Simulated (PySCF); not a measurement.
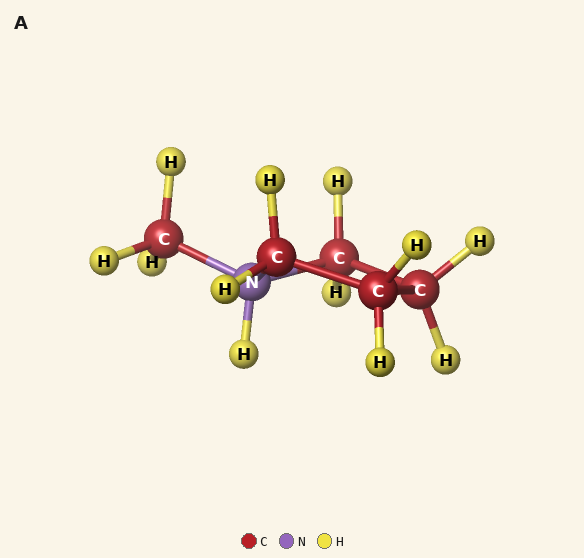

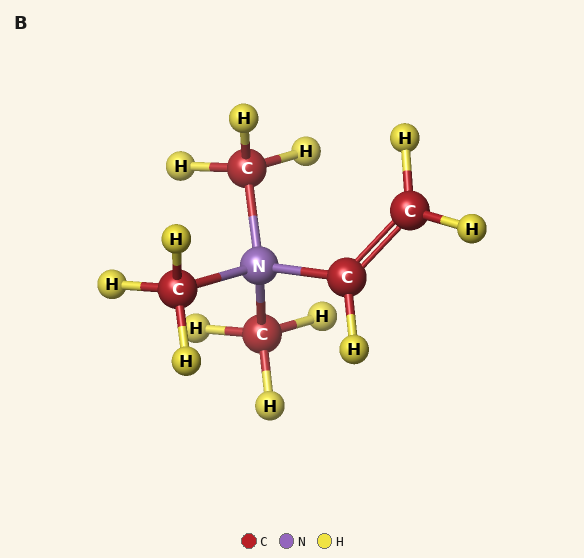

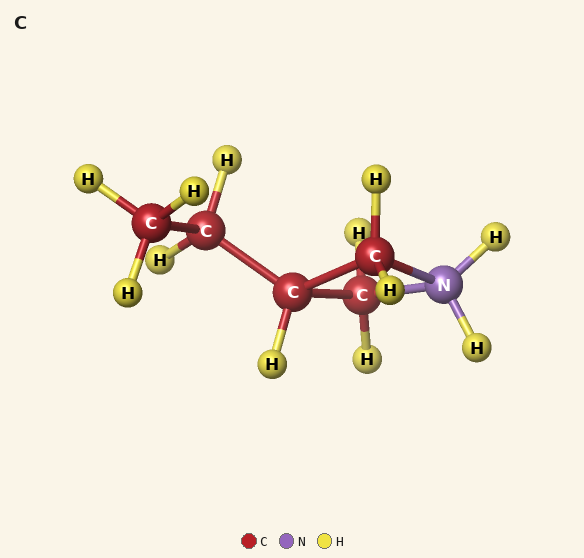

3 stationary structures of one formula. The species has charge +1 and is a spin singlet. Geometries: PBE0-D3(BJ)/def2-SVP. Electronic energies: PBE0-D3(BJ)/def2-SVP (PySCF 2.14.0), without zero-point energy. No frequency run is at hand to confirm each as a minimum. Each is one conformer, not always the lowest.

### How are they related?

They are constitutional isomers of C5H12N(+): A `C[NH+]1CCCC1`, B `C=C[N+](C)(C)C`, C `CCC1C[NH2+]C1`.

### Which structure is the most stable?

A is lowest; C lies 17.6 kcal/mol above it, B lies 32.9 kcal/mol above it.
